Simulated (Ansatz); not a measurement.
The reference is AlP in the zinc blende structure (space group F-43m, No. 216; a = 5.508 Å).

Now apply this change: an isotropic linear strain of −4.11 %, atoms relaxed at fixed cell.

All numbers come from Kohn–Sham DFT with the PBE functional, run in Ansatz (a quantum-chemistry and plane-wave program) with PAW and 420 eV plane waves, no spin-orbit coupling.

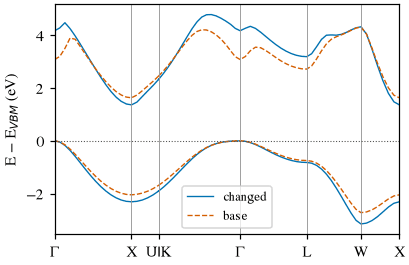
Highest valence and lowest conduction band along the path, each from its own valence-band maximum

The gap is 1.37 eV, indirect, Γ → X; the base has 1.63 eV.

Whether these cells are dynamically stable was not tested.
